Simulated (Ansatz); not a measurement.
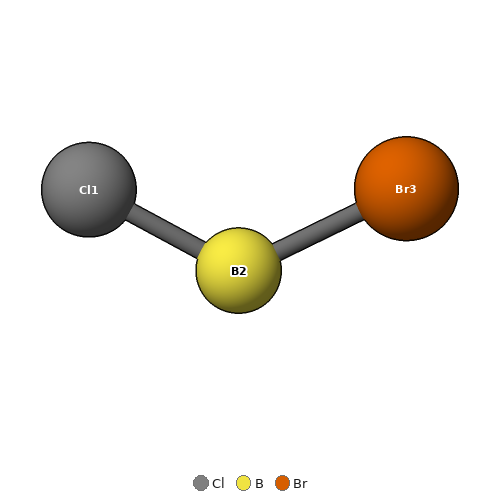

The system is BBrCl, SMILES Cl[B]Br, spin multiplicity 2; the picture shows the reference structure. The first coordinate is: bond length Cl1–B2; the second: angle Cl1–B2–Br3. Nothing is relaxed (all other coordinates rigid). The scan uses a 7 × 7 grid. Points are written as (first, second). Energies: kJ/mol, counted from the lowest grid point. The calculation used UKS r2SCAN-D4/def2-TZVP (Ansatz 0.2.0).

Its coordinates:

```yaml
atoms:
  - { symbol: Cl, position_ang: [-0.1553, 1.5682, 0.0771] }
  - { symbol: B, position_ang: [-0.4823, -0.0856, -0.2708] }
  - { symbol: Br, position_ang: [0.6268, -1.5474, 0.1805] }
```

Range: bond length Cl1–B2 from 1.480 to 2.410 Å; angle Cl1–B2–Br3 from 100.7 to 150.7°.

> What will the energy surface look like?

The lowest grid point is at (1.790 Å, 125.7°). The bottom of the well lies between grid points, at about (1.720 Å, 126°), about 4.7 kJ/mol lower on the interpolated surface. No other kind of well shows on this grid. The highest grid point, (2.410 Å, 150.7°), lies 213 kJ/mol above the lowest. Round the minimum the two coordinates are weakly coupled (coupling 0.12 in units of the two stiffnesses).

```csv
"angle Cl1–B2–Br3 ↓, bond length Cl1–B2 →",1.480,1.635,1.790,1.945,2.100,2.255,2.410
150.7,124,39,39,75,122,170,213
142.4,107,20,19,55,104,154,200
134.0,98,8,6,41,90,142,190
125.7,98,5,0,34,83,135,185
117.4,111,13,4,35,83,134,183
109.0,141,35,21,47,91,140,188
100.7,196,79,55,74,112,156,200
```

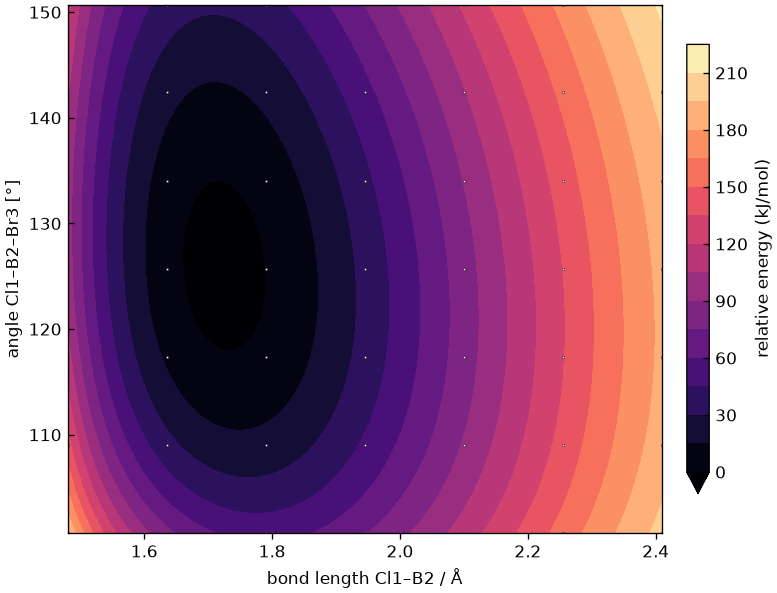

The picture shows filled contours, dots at the grid points. Between grid points the surface is interpolated.

Each point was launched as `ansatz run input.yaml --threads 1 --pin off --max-ram 2560MiB --backend cpu --events-out ev --progress --plain --runs-dir out`. The whole map (49 points run) took 8.5 min on 1 thread of Arm Neoverse V2, on a shared host.
